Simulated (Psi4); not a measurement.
# HF/3-21G run of GeH3Cl (SMILES [Cl][GeH3])

Aim: the vertical ionisation energy of GeH3Cl at HF/3-21G, from 2 runs. 

Program for the calculation: Psi4 1.11.

1 further run of the same task is left out (set aside as unsound or not needed).

### 1 The structure to begin with

GeH3Cl has 5 atoms, charge 0, and is taken as a singlet. As SMILES, `[Cl][GeH3]`. The coordinates come from a PBE0-D4/def2-TZVP relaxation.

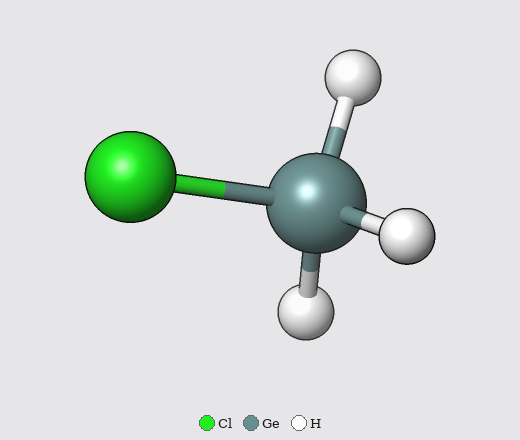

Viewed from a chosen angle; chlorine green, germanium teal, hydrogen white.

### 2 Energy and gradient at HF/3-21G

Input file job.json:

```json
{
  "schema_name": "qcschema_input",
  "schema_version": 1,
  "molecule": {
    "schema_name": "qcschema_molecule",
    "schema_version": 2,
    "symbols": ["Cl", "Ge", "H", "H", "H"],
    "geometry": [-3.54474826, -0.04743213, 1.21188136, 0.30575769, -0.02626719, -0.1145174, 0.30311207, 1.24003828, -2.71761514, 1.16974047, -2.78488939, -0.26569549, 1.86043537, 1.47946658, 1.80790098],
    "molecular_charge": 0,
    "molecular_multiplicity": 1,
    "fix_symmetry": "c1",
    "fix_com": true,
    "fix_orientation": true
  },
  "driver": "gradient",
  "model": {
    "method": "scf",
    "basis": "3-21G"
  },
  "keywords": {
    "puream": true,
    "e_convergence": 1e-09,
    "d_convergence": 1e-08,
    "scf_type": "pk"
  }
}
```

Command:

```sh
$ psi4 --qcschema job.json -n 1 --memory 1600MB
```

stdout:

```text
[...]
  Running in c1 symmetry.
[...]
  Nuclear repulsion =  176.393822154375727
[...]
  Multiplicity = 1
[...]
  Nalpha       = 26
  Nbeta        = 26
[...]
    Number of basis functions: 41
[...]
   @RHF iter   1: -2524.01478770493759   -3.78652e+00   1.83416e-02 DIIS/ADIIS
[...]
   @RHF iter  10: -2524.39582017675775   -9.09495e-13   6.97732e-10 DIIS
[...]
    Orbital Energies [Eh]
    ---------------------
    Doubly Occupied:
       1A   -402.744325     2A   -104.088055     3A    -51.972237
       4A    -45.983991     5A    -45.983226     6A    -45.983226
       7A    -10.482690     8A     -7.945892     9A     -7.942187
      10A     -7.942187    11A     -7.199789    12A     -5.156070
      13A     -5.152161    14A     -5.152161    15A     -1.605246
      16A     -1.602472    17A     -1.602472    18A     -1.597901
      19A     -1.597900    20A     -1.088667    21A     -0.749301
      22A     -0.526892    23A     -0.526880    24A     -0.499009
      25A     -0.443507    26A     -0.443502
[...]
  @RHF Final Energy: -2524.39582017675775
   => Energetics <=
    Nuclear Repulsion Energy =            176.3938221543757265
    One-Electron Energy =               -3869.5553926938023324
    Two-Electron Energy =                1168.7657503626685411
    Total Energy =                      -2524.3958201767582068
[...]
 Multipole Moments:
 ------------------------------------------------------------------------------------
     Multipole            Electronic (a.u.)      Nuclear  (a.u.)        Total (a.u.)
 ------------------------------------------------------------------------------------
 L = 1.  Multiply by 2.5417464519 to convert [e a0] to [Debye]
 Dipole X            :         48.3815767          -47.1431864            1.2383903
 Dipole Y            :          1.7190427           -1.7122808            0.0067619
 Dipole Z            :        -16.1887241           15.7620167           -0.4267074
 Magnitude           :                                                    1.3098609
[...]
  -Total Gradient:
     Atom            X                  Y                   Z
    ------   -----------------  -----------------  -----------------
       1        0.029036785566     0.000160227095    -0.009998820072
       2       -0.030148507607    -0.000180981094     0.010368408033
       3       -0.000157493589     0.000829779226    -0.001648742081
       4        0.000406595117    -0.001795527652    -0.000039997727
       5        0.000862620493     0.000986502423     0.001319151850
[...]
```

The result, in JSON:

```text
{
 "driver": "gradient",
 "model": {
  "method": "scf",
  "basis": "3-21G"
 },
 "success": true,
 "return_result": [0.029036785566412038, 0.0001602270950183404, -0.009998820071734874, -0.030148507606900368, -0.00018098109416274778, 0.0103684080325331, -0.00015749358898824325, 0.000829779226320132, -0.001648742080882698, 0.0004065951174533691, -0.0017955276522004238, -3.999772742192646e-05, 0.0008626204925499398, 0.0009865024226865388, 0.0013191518496525056],
 "properties": {
  "calcinfo_nbasis": 41,
  "calcinfo_nmo": 41,
  "calcinfo_nalpha": 26,
  "calcinfo_nbeta": 26,
  "calcinfo_natom": 5,
  "nuclear_repulsion_energy": 176.39382215437573,
  "return_energy": -2524.3958201767578,
  "return_gradient": [0.029036785566412038, 0.0001602270950183404, -0.009998820071734874, -0.030148507606900368, -0.00018098109416274778, 0.0103684080325331, -0.00015749358898824325, 0.000829779226320132, -0.001648742080882698, 0.0004065951174533691, -0.0017955276522004238, -3.999772742192646e-05, 0.0008626204925499398, 0.0009865024226865388, 0.0013191518496525056],
  "scf_one_electron_energy": -3869.5553926938023,
  "scf_two_electron_energy": 1168.7657503626685,
  "scf_dipole_moment": [1.2383903168907864, 0.006761909336453931, -0.42670742937642636],
  "scf_total_energy": -2524.3958201767578,
  "scf_total_gradient": [0.029036785566412038, 0.0001602270950183404, -0.009998820071734874, -0.030148507606900368, -0.00018098109416274778, 0.0103684080325331, -0.00015749358898824325, 0.000829779226320132, -0.001648742080882698, 0.0004065951174533691, -0.0017955276522004238, -3.999772742192646e-05, 0.0008626204925499398, 0.0009865024226865388, 0.0013191518496525056],
  "scf_iterations": 10
 }
}
```

It took 2.9 s on 1 thread of AMD EPYC 7R43 (Zen 3), shared host; peak memory 0.2 GiB.

### 3 The doublet cation at the same level

Input file clgeh3.py:

```python
import psi4

psi4.set_memory('1600 MB')
psi4.set_num_threads(1)
psi4.set_output_file('clgeh3.out', False)

geom = psi4.geometry("""
1 2
Cl    -3.54474826    -0.04743213     1.21188136
Ge     0.30575769    -0.02626719    -0.11451740
H      0.30311207     1.24003828    -2.71761514
H      1.16974047    -2.78488939    -0.26569549
H      1.86043537     1.47946658     1.80790098
units bohr
symmetry c1
no_reorient
no_com
""")

psi4.set_options({
    'basis': '3-21G',
    'reference': 'uhf',
    'puream': True,
    'e_convergence': 1e-09,
    'd_convergence': 1e-08,
    'scf_type': 'pk',
    'maxiter': 100,
})

e_tot, wfn = psi4.gradient("hf", return_wfn=True)
print('gradient / Eh bohr^-1')
print(e_tot.np.round(6))
print(f'energy = {wfn.energy():.10f} Eh')
```

Command:

```sh
$ python clgeh3.py
```

clgeh3.out:

```text
[...]
  Running in c1 symmetry.
[...]
  Nuclear repulsion =  176.393822154375727
[...]
  Multiplicity = 2
[...]
  Nalpha       = 26
  Nbeta        = 25
[...]
    Number of basis functions: 41
[...]
   @UHF iter   1: -2523.61216457096452   -3.38389e+00   1.89400e-02 ADIIS/DIIS
[...]
   @UHF iter  16: -2524.00035474068591   -5.00222e-12   9.71026e-09 DIIS
[...]
   @S^2 Observed:                7.545490030E-01
[...]
    Orbital Energies [Eh]
    ---------------------
    Alpha Occupied:
       1A   -402.960053     2A   -104.475486     3A    -52.189483
       4A    -46.201270     5A    -46.199949     6A    -46.199889
       7A    -10.869905     8A     -8.349508     9A     -8.327582
      10A     -8.323750    11A     -7.419267    12A     -5.377257
      13A     -5.370435    14A     -5.369904    15A     -1.828063
      16A     -1.823122    17A     -1.822457    18A     -1.814521
      19A     -1.814494    20A     -1.478288    21A     -0.990283
      22A     -0.882746    23A     -0.825395    24A     -0.814070
      25A     -0.713390    26A     -0.698807
    Alpha Virtual:
[...]
  @UHF Final Energy: -2524.00035474068591
   => Energetics <=
    Nuclear Repulsion Energy =            176.3938221543757265
    One-Electron Energy =               -3855.6736020530142923
    Two-Electron Energy =                1155.2794251579525735
    Total Energy =                      -2524.0003547406859070
  UHF NO Occupations:
  HONO-2 :   24  A 1.9994144
  HONO-1 :   25  A 1.9985936
[...]
 Multipole Moments:
 ------------------------------------------------------------------------------------
     Multipole            Electronic (a.u.)      Nuclear  (a.u.)        Total (a.u.)
 ------------------------------------------------------------------------------------
 L = 1.  Multiply by 2.5417464519 to convert [e a0] to [Debye]
 Dipole X            :         46.0523150          -47.1431864           -1.0908715
 Dipole Y            :          1.7051286           -1.7122808           -0.0071522
 Dipole Z            :        -15.3335485           15.7620167            0.4284682
 Magnitude           :                                                    1.1720225
[...]
  -Total Gradient:
     Atom            X                  Y                   Z
    ------   -----------------  -----------------  -----------------
       1        0.070768161384    -0.000525869763    -0.026438218492
       2       -0.103839089043     0.002404401298     0.042448228388
       3        0.009813983773     0.000588138073    -0.006723985217
       4        0.010776985485    -0.002610813368    -0.004779202214
       5        0.012479958382     0.000144143757    -0.004506822463
[...]
```

Standard output:

```text
gradient / Eh bohr^-1
[[ 0.070768 -0.000526 -0.026438]
 [-0.103839  0.002404  0.042448]
 [ 0.009814  0.000588 -0.006724]
 [ 0.010777 -0.002611 -0.004779]
 [ 0.01248   0.000144 -0.004507]]
energy = -2524.0003547407 Eh
```

It took 3.3 s on 1 thread of AMD EPYC 7R43 (Zen 3), shared host; peak memory 0.19 GiB.

### 4 Summary of results

Level: HF/3-21G.

| quantity | value |
| --- | --- |
| singlet GeH3Cl: total energy | -2524.39582 Eh |
| singlet GeH3Cl: dipole moment | 3.33 D |
| singlet GeH3Cl: HOMO energy | -12.07 eV |
| singlet GeH3Cl: LUMO energy | 2.68 eV |
| singlet GeH3Cl: HOMO–LUMO gap | 14.75 eV |
| singlet GeH3Cl: largest force on an atom | 1.639 eV/Å |
| doublet cation: total energy | -2524.00035 Eh |
| doublet cation: HOMO energy (highest over α and β) | -18.79 eV |
| doublet cation: LUMO energy (lowest over α and β) | -9.44 eV |
| doublet cation: ⟨S²⟩ | 0.755 |
| doublet cation: largest force on an atom | 5.770 eV/Å |
| vertical ionisation energy (to the doublet cation) | 10.761 eV |

**Reading.** Removing an electron at fixed nuclei costs 10.76 eV (1038 kJ/mol). The largest force (singlet GeH3Cl) is 1.64 eV/Å: the shape isn't a stationary point for this species at this level. −ε(HOMO) before ionisation, 12.07 eV, is 1.31 eV above this ionisation energy.
